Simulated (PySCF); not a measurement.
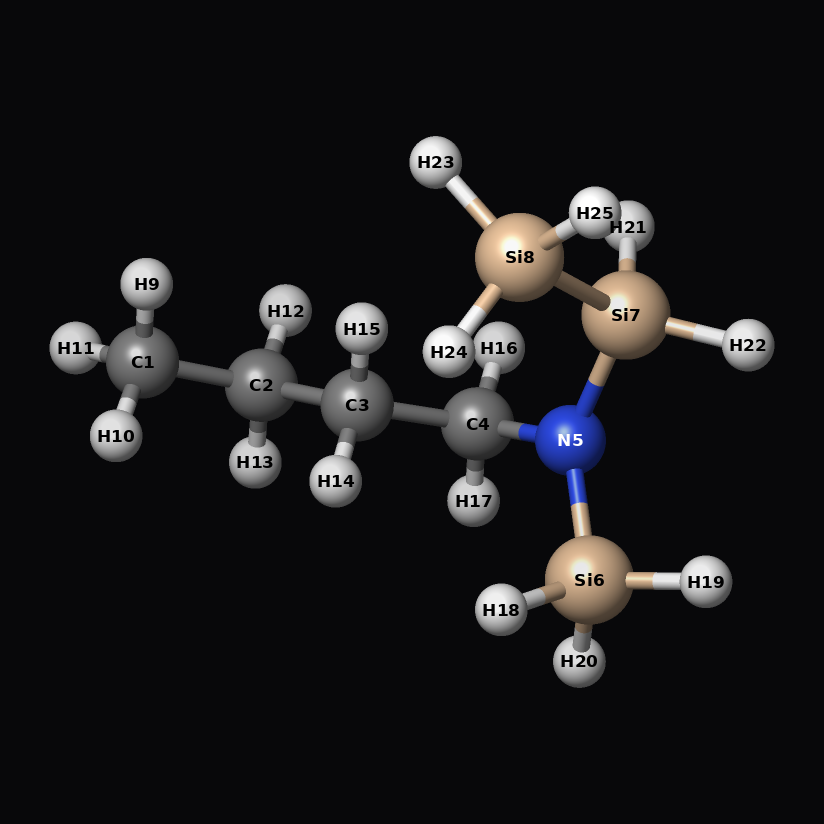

Computed geometry: GFN2-xTB optimisation. No frequency run is at hand to confirm it as a minimum. Electric field gradients from the ground-state density, PBE0/pcSseg-1 (PySCF 2.14.0), non-relativistic apart from any core potentials.

Give the largest field-gradient component, the quadrupole coupling constant and the asymmetry for 14N at N5 (Q = 20.44 mb), 2H at H9 (Q = 2.86 mb), 2H at H10 (Q = 2.86 mb).

```csv
atom,V_zz (a.u.),e²qQ/h (MHz),η
N5,−0.821,−3.94,0.54
H9,0.315,0.212,0.02
H10,0.315,0.212,0.02
```

The geometry is semi-empirical. Around Si such bond lengths and angles can be off by a tenth of an ångström or more and by several degrees, and values that hang on the shape move with them.
